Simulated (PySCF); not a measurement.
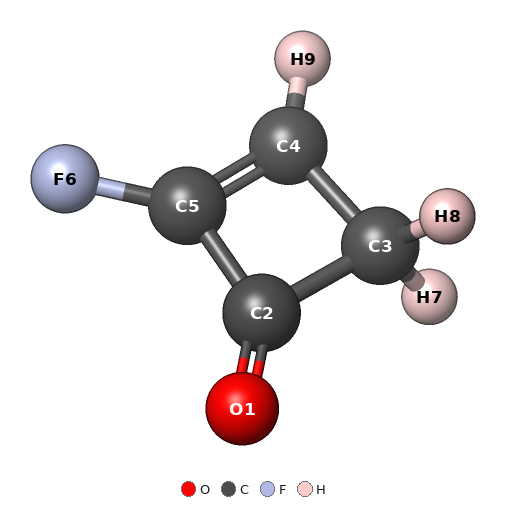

The geometry was computed by an optimisation with GFN2-xTB. No frequency run is at hand to confirm it as a minimum. Level of theory: B3LYP/pcJ-1 indirect spin-spin coupling, non-relativistic, gas phase (PySCF 2.14.0). Isotopes: 13C, 19F, 1H, 17O.

Give the spin–spin coupling constants of these pairs, with the number of bonds between them: C4/C5, C2/H8, C3/H9, C3/C5, C4/F6, O1/F6, C5/H8, F6/H9.

```csv
pair,bonds apart,J (Hz)
"C4, C5",1,79.3
"C2, H8",2,−5.5
"C3, H9",2,6.9
"C3, C5",2,32.5
"C4, F6",2,−6.8
"O1, F6",3,−1.8
"C5, H8",3,10.2
"F6, H9",3,−9.3
```

Density functionals are unreliable for couplings to fluorine, so those rows may be far off.
